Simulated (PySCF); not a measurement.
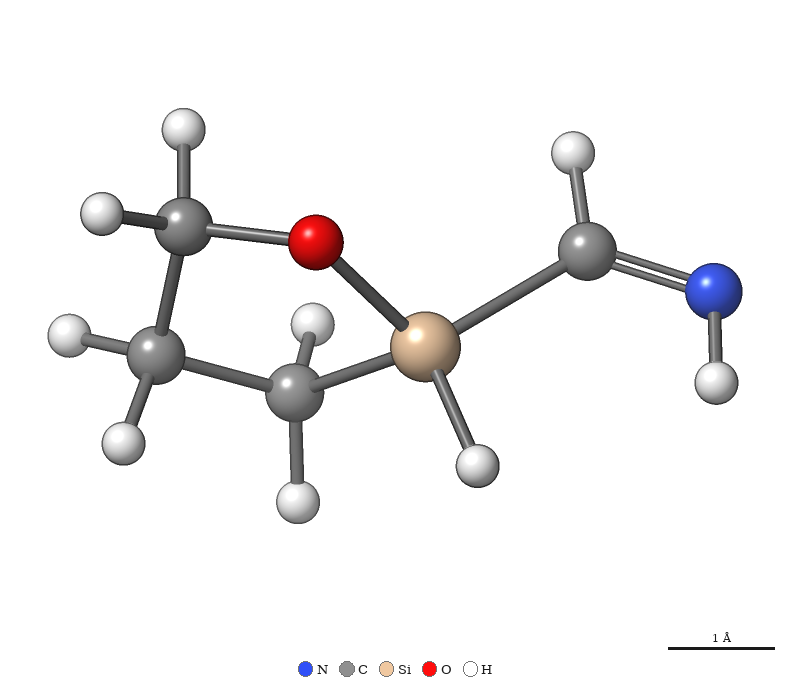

Rendered structure (ball-and-stick style).

The computed structure is the end point of a PBE0-D3(BJ)/def2-SVP optimisation. No frequency run is at hand to confirm it as a minimum.

Description:

The molecule is C₄H₉NOSi. As SMILES it reads `[H]/N=C\[Si@@H]1CCCO1`. Independent rings (smallest set): 1 of 5 members. Among its groups: imine, Si–H bond, Si–O bond. This geometry has C1 symmetry. Coordination, clear cases only: 1 N bent; 1 C trigonal planar; 3 C tetrahedral; 1 O bent.

The parts below concern this one geometry. Atoms keep their numbers from picture to picture.

### Geometry

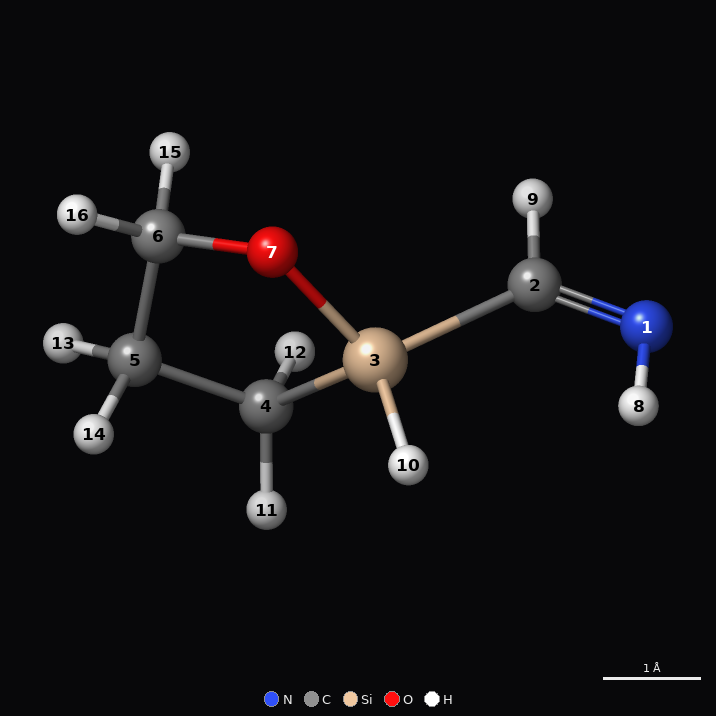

The atoms are numbered. No frequency run is at hand to confirm it as a minimum.

What are the angles N1–C2–Si3, N1–C2–H9, C2–N1–H8, C2–Si3–C4, C2–Si3–H10, Si3–C4–C5, Si3–C4–H11, Si3–C4–H12, C4–C5–H13, C4–C5–H14, C5–C6–H15, C6–C5–H13?

```json
{"angle": "N1–C2–Si3", "degrees": "125.6"}
{"angle": "N1–C2–H9", "degrees": "116.1"}
{"angle": "C2–N1–H8", "degrees": "110.4"}
{"angle": "C2–Si3–C4", "degrees": "114.7"}
{"angle": "C2–Si3–H10", "degrees": "106.0"}
{"angle": "Si3–C4–C5", "degrees": "100.6"}
{"angle": "Si3–C4–H11", "degrees": "115.5"}
{"angle": "Si3–C4–H12", "degrees": "109.2"}
{"angle": "C4–C5–H13", "degrees": "112.8"}
{"angle": "C4–C5–H14", "degrees": "109.4"}
{"angle": "C5–C6–H15", "degrees": "110.4"}
{"angle": "C6–C5–H13", "degrees": "111.1"}
```

### Ring current

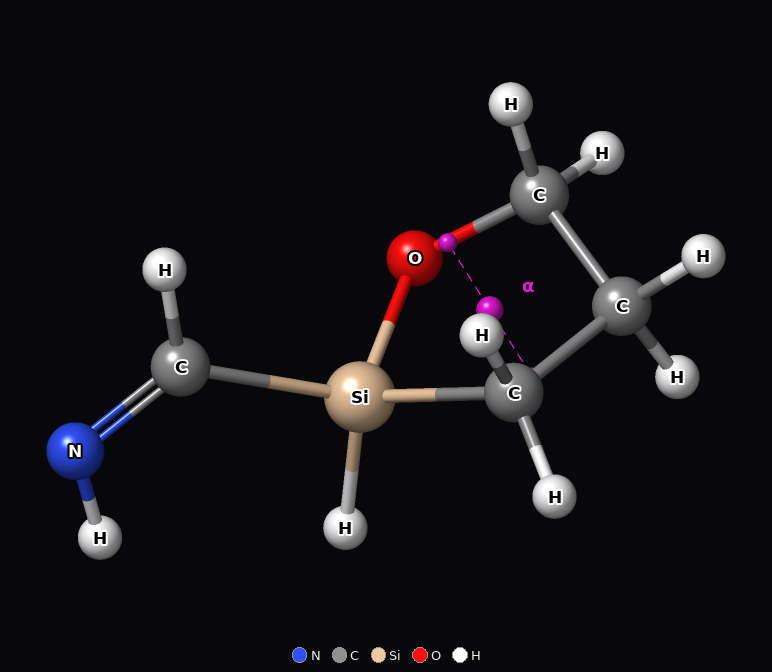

The small points mark where nucleus-independent chemical shifts (NICS) were computed: at the centre of each lettered ring and 1 Å above and below it. No frequency run is at hand to confirm it as a minimum. Level of theory: GIAO CAM-B3LYP/pcSseg-1 NMR shielding, non-relativistic, gas phase (PySCF 2.14.0).

Give NICS(0), NICS(1) and the out-of-plane component NICS(1)zz for each ring (means of the two sides).

```
ring  members  NICS(0)  NICS(1)  NICS(1)zz
   α    C3OSi     −5.8     −3.2       −4.2
```

Values in ppm.

What do the values say about the ring currents?

Answer. Ring α: weak, as in a non-aromatic ring. NICS is one index among several.

### Excitation

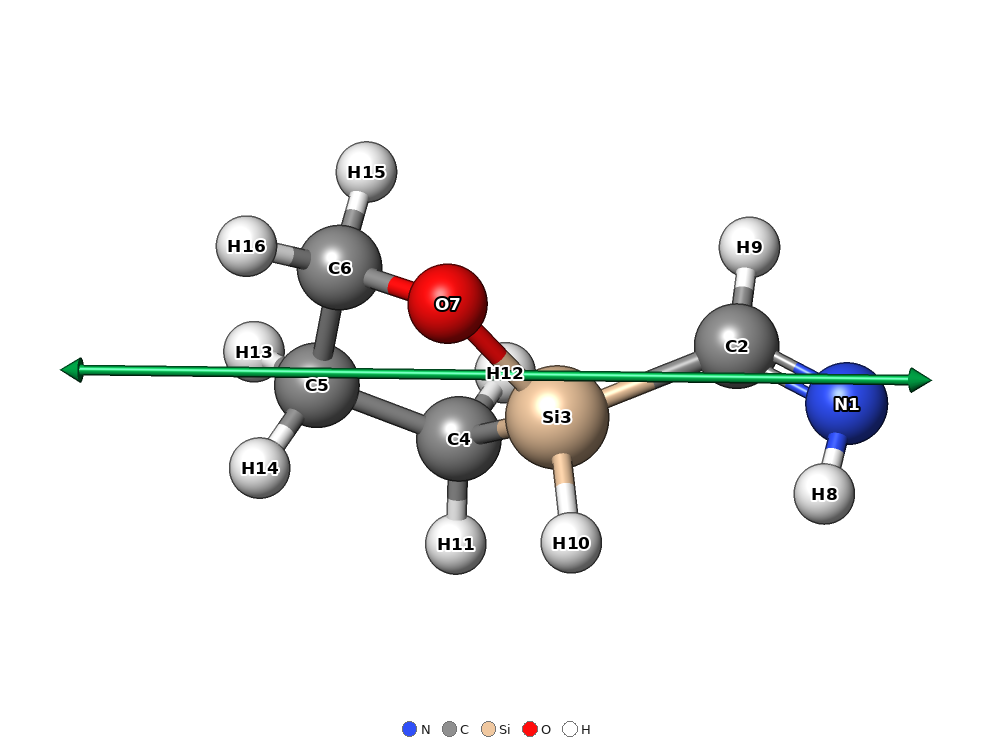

The double arrow shows the direction of the transition dipole to excited singlet state 2 (its length means nothing). No frequency run is at hand to confirm it as a minimum. Level of theory: TDDFT CAM-B3LYP/def2-SVPD, vertical, IEF-PCM chloroform (non-equilibrium linear response), core orbitals frozen in the response (PySCF 2.14.0).

How is the transition polarised?

Answer. Close to the long direction N1···C5.

Give its energy, strength and character.

Answer. 6.51 eV (190 nm), oscillator strength 0.086, mainly HOMO−1 → LUMO (weight 0.90); transition dipole 1.86 D.

### Core levels

No frequency run is at hand to confirm it as a minimum. Level of theory: delta-SCF UKS SCAN, pcX-2 on the ionised atom, pcseg-1 elsewhere, spin-free X2C (PySCF 2.14.0).

Give the core-electron binding energies (to vacuum; p and d levels without spin–orbit splitting) of N1 1s, C2 1s, Si3 1s, Si3 2p, C4 1s, C5 1s, C6 1s, O7 1s.

```
atom  level  binding energy (eV)
  N1     1s                404.7
  C2     1s                291.4
 Si3     1s               1846.9
 Si3     2p                107.3
  C4     1s                290.4
  C5     1s                291.0
  C6     1s                292.2
  O7     1s                537.8
```
